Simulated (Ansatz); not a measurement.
# Li5Sc (built on the sites of a database entry of YCu5): following an unstable mode, part 2 of 2

Aim: this structure of Li5Sc (built on the sites of a database entry of YCu5) is to be tested for unstable modes, and one is followed downhill.

Ansatz 0.2.0; DFT LDA, scalar-relativistic, plane waves, norm-conserving pseudopotentials.

So far, highest frequency on the path or at a solved wavevector (cm⁻¹): step 2 (the dispersion) 513. Also lowest frequency on the path (cm⁻¹): step 2 -192.

The structure was built from a prototype and need not be the compound's stable phase.

### 4. The mode frozen in, largest atomic shift 0.6 Å

The atoms are moved along the unstable eigenvector, the largest shift by 0.6 Å, with the cell fixed.

Input file input.yaml:

```yaml
crystal:
  lattice:
    - [-2.7293892704, -4.7274342907, 0.0]
    - [-5.4587728257, 3.2997e-06, 0.0]
    - [0.0, 0.0, -8.8102065778]
  atoms:
    - { symbol: Sc, position: [0.0, 0.0, 0.5] }
    - { symbol: Sc, position: [0.0, 0.0, 0.0] }
    - { symbol: Li, position: [1.0, 0.609914814, 0.25] }
    - { symbol: Li, position: [1.0, 0.390085186, 0.75] }
    - { symbol: Li, position: [0.390085186, 0.0, 0.25] }
    - { symbol: Li, position: [0.609914814, 0.0, 0.75] }
    - { symbol: Li, position: [0.609914814, 0.390085186, 0.25] }
    - { symbol: Li, position: [0.390085186, 0.609914814, 0.75] }
    - { symbol: Li, position: [0.3333333333, 0.3333333333, 0.5] }
    - { symbol: Li, position: [0.3333333333, 0.3333333333, 0.0] }
    - { symbol: Li, position: [0.6666666667, 0.6666666667, 0.5] }
    - { symbol: Li, position: [0.6666666667, 0.6666666667, 0.0] }
kpoints:
  mp_grid: { grid: [6, 6, 4] }
hamiltonian:
  xc: lda
  pseudopotentials: { kind: nc }
scf:
  occupations: { method: methfessel_paxton, width: 0.15 }
output:
  forces: true
  stress: true
  eigenvalues: true
```

Started as:

```console
> ansatz run input.yaml --threads 8 --pin off --max-ram 14336MiB --backend cpu --events-out ev --progress --plain --runs-dir out
```

Numbers of over 12 decimals in the logs are rounded to 6 here.

The program printed:

```text
[...]
Crystal: 12 atoms, lattice volume = 227.356 Å³
Basis set: ecut = 1061.244064 eV, 17873 PW (Γ)
Bands: 38, of which v1, the nominal top of the filled ones, is band 26 counted from 1 (25 counted from 0)
Symmetry: 24 space group operations
[...]
k-points: 21 of 144
[...]
k-point 0: bands = [... 22 lower, 2.5634, 2.7698, 2.7698, 2.8556, 3.1465, 3.1465, 3.8996, 3.9699, ... 8 higher]
  k-point 1: bands = [... 22 lower, 2.5959, 2.7410, 2.7427, 2.7427, 3.1896, 3.1896, 3.5960, 3.5960, ... 8 higher]
  k-point 2: bands = [... 22 lower, 2.6721, 2.6721, 2.6721, 2.6721, 3.3314, 3.3314, 3.3314, 3.3314, ... 8 higher]
  k-point 20: bands = [... 22 lower, 1.1463, 1.1463, 2.9917, 2.9917, 2.9917, 2.9917, 3.0756, 3.0756, ... 8 higher]
[key lines of the parts left out:]
SCF converged after 10 iterations
Free energy (F): -4566.319313 eV
Fermi energy:    2.886384 eV
P = ⅓ Tr σ = -0.4245 GPa (-4.245 kbar)
```

Run time: 5.2 s. Hardware: 8 threads of Arm Neoverse V2, shared host; peak memory 1.8 GiB; 39 s of CPU time.

Numbers from this step:

```yaml
pressure: -0.4245 GPa
energy_from_the_undistorted_cell: -40.88 meV/atom
```

The energy, extrapolated to zero smearing, is -40.88 meV/atom against the undistorted cell.

The run ends at a pressure of -0.42 GPa, with forces up to 0.065 eV/Å.

### 5. Energy along the mode, all amplitudes (two of the runs are shown above)

An imaginary frequency means negative curvature, so the energy should fall and then rise again as anharmonic terms take over.

This step gave:

- depth at the lowest point sampled: 40.88 meV/atom
- largest atomic shift at that point: 0.6 Å

The energy from the parent by largest atomic shift:

```
largest atomic shift (Å)  energy from the parent (meV/atom)
                   0.000                                  0
                   0.040                             -0.382
                   0.080                              -1.51
                   0.140                              -4.47
                   0.220                              -10.3
                   0.320                              -19.5
                   0.450                              -31.7
                   0.600                              -40.9
```

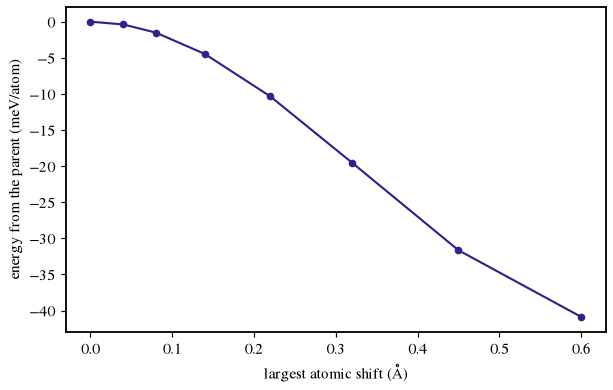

Energy from the parent, plotted against largest atomic shift.

Displacement at unit largest shift by atom:

```
atom  x (Å)  y (Å)  z (Å)  size
 Sc1   0.00   0.00   0.00  0.00
 Sc2   0.00   0.00   0.00  0.00
 Li3  -1.00   0.00   0.00  1.00
 Li4   1.00   0.00   0.00  1.00
 Li5   0.50   0.87   0.00  1.00
 Li6  -0.50  -0.87   0.00  1.00
 Li7   0.50  -0.87   0.00  1.00
 Li8  -0.50   0.87   0.00  1.00
 Li9   0.00   0.00   0.00  0.00
Li10   0.00   0.00   0.00  0.00
Li11   0.00   0.00   0.00  0.00
Li12   0.00   0.00   0.00  0.00
```

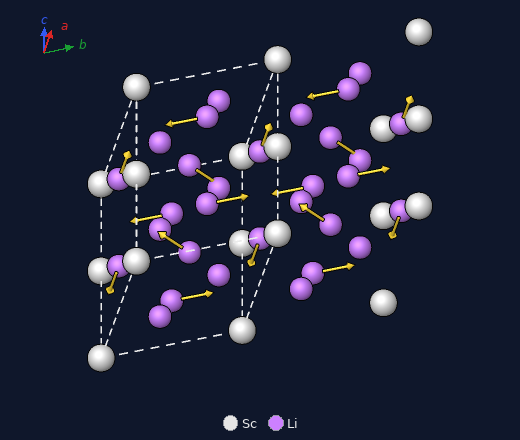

Displacement at unit largest shift as arrows, the longest 1 Å. 1×2×1 cells are drawn. Some periodic images of atoms are drawn too.

The lowest of the steps tried is the last one, at 0.6 Å, 40.9 meV/atom below the parent; the bottom of the well need not coincide with a step.

### 6. Relaxation from the frozen mode

Starting from the lowest point found, all atoms and the cell are let go, so that strain and other modes of the same symmetry can join in.

Changes to input.yaml since step 4:

```diff
@@ -29 +29,6 @@
   eigenvalues: true
+relax:
+  adjacent_minimum: "off"
+  f_tol: 0.002
+  max_steps: 120
+  cell: { stress_tol: 0.03 }
```

The program printed:

```text
[...]
Crystal: 12 atoms, lattice volume = 227.356 Å³
Basis set: ecut = 1061.244064 eV, 17873 PW (Γ)
Bands: 38, of which v1, the nominal top of the filled ones, is band 26 counted from 1 (25 counted from 0)
Symmetry: 24 space group operations
[...]
k-points: 21 of 144
[...]
SCF iter   1: F=—  HF=-4568.759673 eV  |F-HF|=—  |Δ(HF+E_count)|=         —  Δρ=3.94e-2  dr2=1.09e1  ethr=3.10e-3  ⟨swp⟩=9.2  Hψ=4254  notcnv=0
[...]
SCF iter  10: F=-4566.319313 eV  HF=-4566.319313 eV  |F-HF|=2.49e-9  |Δ(HF+E_count)|=   9.08e-8  S|Δr|=    0.00e0  Δρ=2.80e-6  dr2=4.63e-9  ethr=1.92e-10  ⟨swp⟩=13.1  Hψ=4572  notcnv=0
SCF 1 converged in 10 iterations: F = -4566.319313 eV  dr2 = 4.63e-9
relax step   1: F+E_penalty+E_count = -4566.31931277 eV  Δ(F+E_penalty+E_count) = +0.000e0 eV  max|allowed force component| = 6.513e-2 eV/Å  Δτ_max = 0.0000 Å  P = -0.424 GPa  Ω = 227.356 Å³  (10 SCF iters, dr2 threshold 1.00e-7 eV, accepted)
Crystal: 12 atoms, lattice volume = 220.096 Å³
Basis set: ecut = 1061.244064 eV, 17203 PW (Γ)
[...]
SCF iter   6: F=-4566.430156 eV  HF=-4566.430157 eV  |F-HF|=1.42e-7  |Δ(HF+E_count)|=   8.78e-7  S|Δr|=    0.00e0  Δρ=1.12e-5  dr2=2.06e-7  ethr=2.31e-9  ⟨swp⟩=8.0  Hψ=3784  notcnv=0
SCF 2 converged in 6 iterations: F = -4566.430156 eV  dr2 = 2.06e-7
relax step   2: F+E_penalty+E_count = -4566.43015647 eV  Δ(F+E_penalty+E_count) = -1.108e-1 eV  max|allowed force component| = 5.334e-3 eV/Å  Δτ_max = 0.1016 Å  P = +0.399 GPa  Ω = 220.096 Å³  energy of the carried Pulay correction = +5.414e-4 eV  (6 SCF iters, dr2 threshold 1.20e-6 eV, accepted)
Crystal: 12 atoms, lattice volume = 225.130 Å³
Basis set: ecut = 1061.244064 eV, 17679 PW (Γ)
[...]
SCF iter   6: F=-4566.474400 eV  HF=-4566.474400 eV  |F-HF|=4.26e-8  |Δ(HF+E_count)|=   7.78e-7  S|Δr|=    0.00e0  Δρ=1.29e-5  dr2=3.76e-7  ethr=2.31e-9  ⟨swp⟩=8.1  Hψ=3980  notcnv=0
SCF 3 converged in 6 iterations: F = -4566.474400 eV  dr2 = 3.76e-7
relax step   3: F+E_penalty+E_count = -4566.47440005 eV  Δ(F+E_penalty+E_count) = -4.424e-2 eV  max|allowed force component| = 1.044e-2 eV/Å  Δτ_max = 0.0456 Å  P = -0.059 GPa  Ω = 225.130 Å³  energy of the carried Pulay correction = +1.642e-4 eV  (6 SCF iters, dr2 threshold 1.20e-6 eV, accepted)
[...]
relax step   4: F+E_penalty+E_count = -4566.47535782 eV  Δ(F+E_penalty+E_count) = -9.578e-4 eV  max|allowed force component| = 2.585e-2 eV/Å  Δτ_max = 0.0135 Å  P = +0.080 GPa  Ω = 223.371 Å³  energy of the carried Pulay correction = +2.950e-4 eV  (6 SCF iters, dr2 threshold 8.34e-8 eV, accepted)
[...]
relax step   5: F+E_penalty+E_count = -4566.47725218 eV  Δ(F+E_penalty+E_count) = -1.894e-3 eV  max|allowed force component| = 6.876e-3 eV/Å  Δτ_max = 0.0211 Å  P = +0.002 GPa  Ω = 224.478 Å³  energy of the carried Pulay correction = +2.125e-4 eV  (6 SCF iters, dr2 threshold 6.15e-8 eV, accepted)
[...]
relax step   6: F+E_penalty+E_count = -4566.47738330 eV  Δ(F+E_penalty+E_count) = -1.311e-4 eV  max|allowed force component| = 8.010e-4 eV/Å  Δτ_max = 0.0068 Å  P = -0.005 GPa  Ω = 224.479 Å³  energy of the carried Pulay correction = +2.125e-4 eV  (6 SCF iters, dr2 threshold 2.95e-9 eV, accepted)
[...]
relax step   7: F+E_penalty+E_count = -4566.48178967 eV  Δ(F+E_penalty+E_count) = -4.406e-3 eV  max|allowed force component| = 8.609e-4 eV/Å  Δτ_max = 0.0000 Å  P = +0.039 GPa  Ω = 224.479 Å³  stress off target by 1.27e-1 GPa  SCF on the basis re-selected at this cell (its energy is not comparable with the rows above)  (6 SCF iters)
[...]
relax step   8: F+E_penalty+E_count = -4566.48225303 eV  Δ(F+E_penalty+E_count) = -4.634e-4 eV  max|allowed force component| = 1.204e-4 eV/Å  Δτ_max = 0.0040 Å  P = +0.009 GPa  Ω = 224.852 Å³  energy of the carried Pulay correction = -2.634e-5 eV  (6 SCF iters, dr2 threshold 4.02e-8 eV, accepted)
[...]
relax step   9: F+E_penalty+E_count = -4566.48226818 eV  Δ(F+E_penalty+E_count) = -1.514e-5 eV  max|allowed force component| = 3.010e-5 eV/Å  Δτ_max = 0.0010 Å  P = +0.000 GPa  Ω = 224.955 Å³  energy of the carried Pulay correction = -3.363e-5 eV  (7 SCF iters, accepted)
[...]
SCF iter   5: F=-4566.482318 eV  HF=-4566.482318 eV  |F-HF|=1.82e-12  |Δ(HF+E_count)|=  1.91e-11  S|Δr|=    0.00e0  Δρ=3.13e-8  dr2=7.10e-13  ethr=1.00e-12  ⟨swp⟩=6.6  Hψ=3093  notcnv=0
SCF 10 converged in 5 iterations: F = -4566.482318 eV  dr2 = 7.10e-13
relax step  10: F+E_penalty+E_count = -4566.48231773 eV  Δ(F+E_penalty+E_count) = -4.956e-5 eV  max|allowed force component| = 2.735e-5 eV/Å  Δτ_max = 0.0000 Å  P = +0.001 GPa  Ω = 224.955 Å³  stress off target by 2.14e-3 GPa  SCF on the basis re-selected at this cell (its energy is not comparable with the rows above)  (5 SCF iters)
[...]
SCF converged after 5 iterations
[...]
Free energy (F): -4566.482318 eV
[...]
Internal energy: -4566.479437 eV  (E = F + TS)
E sigma→0 (E₀):  -4566.481598 eV
Entropy (-TS):   -0.002881 eV (-0.240 meV/atom)
Fermi energy:    2.856929 eV
Step filling:    the computed levels leave a gap of 0.0158 eV = 0.1 smearing widths at the electron count; against every level under it full and every level over it empty, smearing changes F+E_penalty+E_count by -1.083 meV and its σ→0 estimate by -0.363 meV
[...]
--- Forces (eV/Å), atoms counted from 1 ---
  atom   1  Sc     0.00000000     0.00000000    -0.00000000
  atom   2  Sc     0.00000000     0.00000000     0.00000000
  atom   3  Li     0.00002735    -0.00000000     0.00000000
  atom   4  Li    -0.00002735     0.00000000    -0.00000000
  atom   5  Li    -0.00001367    -0.00002368     0.00000000
  atom   6  Li     0.00001367     0.00002368    -0.00000000
  atom   7  Li    -0.00001367     0.00002368    -0.00000000
  atom   8  Li     0.00001367    -0.00002368     0.00000000
  atom   9  Li     0.00000000     0.00000000     0.00000000
  atom  10  Li    -0.00000000     0.00000000    -0.00000000
  atom  11  Li    -0.00000000    -0.00000000    -0.00000000
  atom  12  Li     0.00000000    -0.00000000     0.00000000
  max |Σ_I F_I| component: 3.04e-18 eV/Å
--- Stress (GPa, compression-positive) ---
        0.000011       0.000000      -0.000000
        0.000000       0.000011       0.000000
       -0.000000       0.000000       0.002142
  P = ⅓ Tr σ = 0.0007 GPa (0.007 kbar)
--- Band table (eV; the first three rows and the last of 21) ---
  k-point 0: bands = [... 22 lower, 2.6772, 2.8169, 2.8169, 2.8766, 3.0595, 3.4542, 3.4542, 3.9610, ... 8 higher]
  k-point 1: bands = [... 22 lower, 2.7010, 2.7010, 2.8003, 2.8003, 3.2611, 3.4883, 3.4883, 3.8055, ... 8 higher]
  k-point 2: bands = [... 22 lower, 2.7544, 2.7544, 2.7544, 2.7544, 3.5637, 3.5637, 3.6032, 3.6032, ... 8 higher]
  k-point 20: bands = [... 22 lower, 1.3082, 1.3082, 2.8381, 2.8381, 2.8381, 2.8381, 3.0165, 3.0165, ... 8 higher]
--- Relaxed structure (8 steps of the walk, 8 accepted, 2 SCFs on fresh bases) ---
  F+E_penalty+E_count = -4566.48231773 eV   max|allowed force component| = 2.735e-5 eV/Å   (the final SCF, on the basis selected at the relaxed cell)
  cell:  # Å, volume = 224.9550 Å³
    - [-2.598649, -4.500986, 0.0]
    - [-5.197293, 3.141601072702644e-6, 0.0]
    - [0.0, 0.0, -9.616357]
  atoms:
    - { symbol: Sc, position: [5.217541255209638e-19, -4.843208612019141e-19, 0.5] }
    - { symbol: Sc, position: [5.217541255209633e-19, -4.843208612019139e-19, 0] }
    - { symbol: Li, position: [1.000000, 0.637954, 0.25] }
    - { symbol: Li, position: [1.0, 0.362046, 0.75] }
    - { symbol: Li, position: [0.362046, 8.326672684688674e-17, 0.25] }
    - { symbol: Li, position: [0.637954, -5.551115123125783e-17, 0.75] }
    - { symbol: Li, position: [0.637954, 0.362046, 0.25] }
    - { symbol: Li, position: [0.362046, 0.637954, 0.75] }
    - { symbol: Li, position: [0.333333, 0.333333, 0.5] }
    - { symbol: Li, position: [0.333333, 0.333333, 0] }
    - { symbol: Li, position: [0.666667, 0.666667, 0.5] }
    - { symbol: Li, position: [0.666667, 0.666667, 0] }
```

Elapsed: 43 s, on 8 threads; peak memory 1.8 GiB; 5.5 min of CPU time.

Step by step:

```
step  energy less that of the first step (eV)  largest force component (eV/Å)  pressure (GPa)  volume (Å³)
   1                                   0.0000                          0.0651           -0.42       227.36
   2                                  -0.1108                          0.0053            0.40       220.10
   3                                  -0.1551                          0.0104           -0.06       225.13
   4                                  -0.1560                          0.0258            0.08       223.37
   5                                  -0.1579                          0.0069            0.00       224.48
   6                                  -0.1581                          0.0008           -0.01       224.48
  7*                                  -0.1625                          0.0009            0.04       224.48
   8                                  -0.1629                          0.0001            0.01       224.85
   9                                  -0.1630                          0.0000            0.00       224.95
 10*                                  -0.1630                          0.0000            0.00       224.95
```

Relaxation steps marked * repeat the geometry before them on a plane-wave basis chosen anew for their cell, so energy and pressure can jump there.

Forces are held to the 24 operations that the run works with; a distortion that breaks them can't arise in this run.

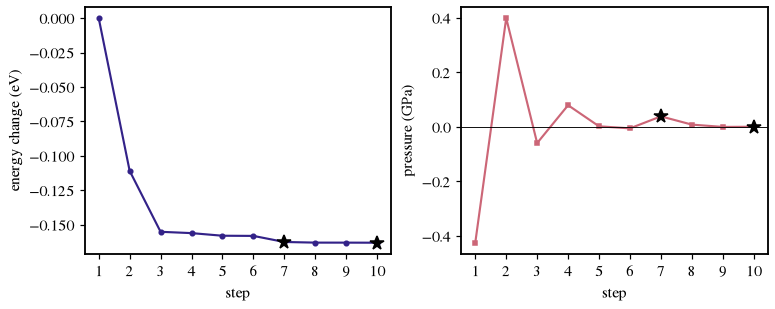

Energy and pressure along the relaxation. Stars mark steps on a basis chosen anew.

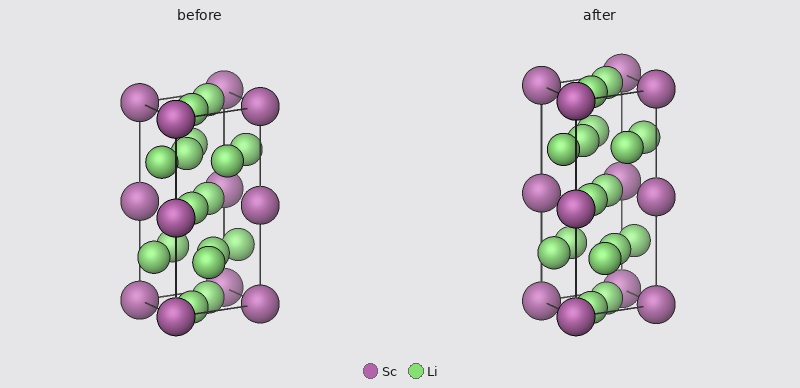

The structure before and after the relaxation, drawn at the same scale.

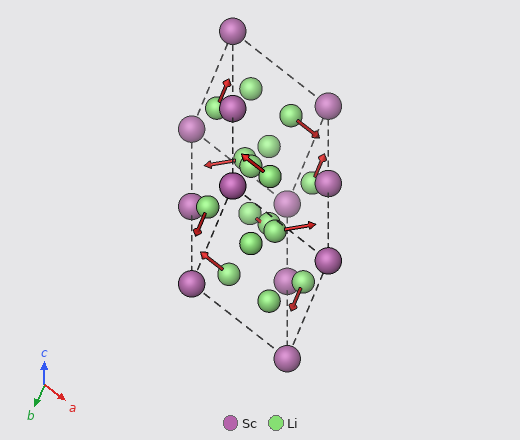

Displacements in the relaxation, exaggerated, measured against the changing cell; the longest in the cell stands for 0.15 Å. Some periodic images of atoms are drawn too.

```
conventional cell, symmetrised  before  after  change
                         a (Å)   5.459  5.197  -4.8 %
                         b (Å)   5.459  5.197  -4.8 %
                         c (Å)   8.810  9.616  +9.2 %
              volume (Å³/atom)   18.95  18.75  -1.1 %
```

The atoms that moved most (Å, as changes of fractional coordinates times the final cell):

```
atom      dx      dy     dz  length
 Li6  -0.073  -0.126  0.000   0.146
 Li5   0.073   0.126  0.000   0.146
 Li4   0.146   0.000  0.000   0.146
 Li8  -0.073   0.126  0.000   0.146
 Li3  -0.146   0.000  0.000   0.146
 Li7   0.073  -0.126  0.000   0.146
```

The relaxed structure:

```cif
data_structure
_symmetry_space_group_name_H-M 'P 1'
_symmetry_Int_Tables_number 1
_cell_length_a 5.1973
_cell_length_b 5.1973
_cell_length_c 9.6164
_cell_angle_alpha 90.000
_cell_angle_beta 90.000
_cell_angle_gamma 60.000
_cell_volume 224.96
loop_
_atom_site_label
_atom_site_type_symbol
_atom_site_fract_x
_atom_site_fract_y
_atom_site_fract_z
_atom_site_occupancy
Sc1 Sc 0.00000 0.00000 0.50000 1
Sc2 Sc 0.00000 0.00000 0.00000 1
Li3 Li 0.00000 0.63795 0.25000 1
Li4 Li 0.00000 0.36205 0.75000 1
Li5 Li 0.36205 0.00000 0.25000 1
Li6 Li 0.63795 0.00000 0.75000 1
Li7 Li 0.63795 0.36205 0.25000 1
Li8 Li 0.36205 0.63795 0.75000 1
Li9 Li 0.33333 0.33333 0.50000 1
Li10 Li 0.33333 0.33333 0.00000 1
Li11 Li 0.66667 0.66667 0.50000 1
Li12 Li 0.66667 0.66667 0.00000 1
```

This step gave:

- pressure: 7.21e-4 GPa
- volume per atom: 18.75 Å³

The distorted start has space group P6_3/mcm; the relaxation ends in P6_3/mcm.

### 7. What came out

```json
{"unstable mode of the parent": "q = (0, 0, -0.5), 192i cm⁻¹", "depth at the lowest point sampled": "40.9 meV/atom", "largest atomic shift at that point": "0.6 Å", "space group reached (within 0.01 Å)": "P6_3/mcm", "energy gained over the parent (first relaxation, on the mesh of the frozen mode)": "53.9 meV/atom", "volume per atom, phase reached": "18.7 Å³"}
```

In words: Along this mode the structure falls into P6_3/mcm, 53.9 meV/atom below the parent. At the parent's cell the well is 40.88 meV/atom deep on the steps tried, with its lowest point at a shift of 0.6 Å. That is the last step tried, so the steps alone don't bracket the bottom of the well. Relaxing atoms and cell changes the gain by +13.03 meV/atom against the lowest step (energies at zero smearing). The modes of the phase reached were not computed on this path. Of the 2 patterns followed to their end from this parent, this one reaches the lowest energy. Another end point lies within 1 meV/atom; how such a difference moves with mesh and cutoff was not tested. Each path keeps the symmetry of its pattern, so a lower phase may lie along a pattern not tried. The q mesh stands for a supercell only 8.8 Å across, so branches between the solved wavevectors are rough. With no gap, or one that is small against the smearing, the frequencies hang on the k mesh and the smearing, most of all near Kohn anomalies. The starting cell was built on a prototype and not taken from a measurement, so the phase need not exist.

[Logs are printed without paths, hosts, clocks, repeated set-up lines and the standing remarks that a program may print on its own settings, such as how far it seeks lower states.]

[Hosts, paths, dates, database ids (printed as entryN), source tags and the programs' standing remarks are cut or masked in the printed files.]
